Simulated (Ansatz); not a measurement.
Base system: KMgF3 in the cubic perovskite structure (space group Pm-3m, No. 221; a = 4.054 Å).

The change: hydrostatic tension (pressure −1 GPa).

Method: plane-wave PAW DFT at the PBE level (Ansatz, a first-principles code, 420 eV), spin-orbit coupling left out.

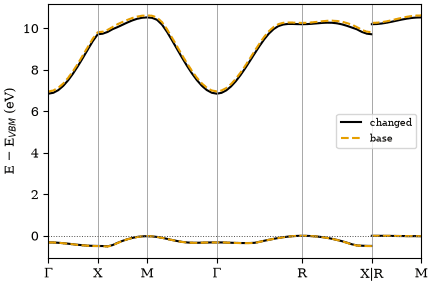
Figure. Highest valence and lowest conduction band along the path, each from its own valence-band maximum

The gap is 6.85 eV, indirect, R → Γ; the base has 6.96 eV.

Load acts through the strain it causes; cell and atoms are relaxed under it. Semilocal Kohn–Sham gaps tend to fall short of experiment. Whether these cells are dynamically stable was not tested.
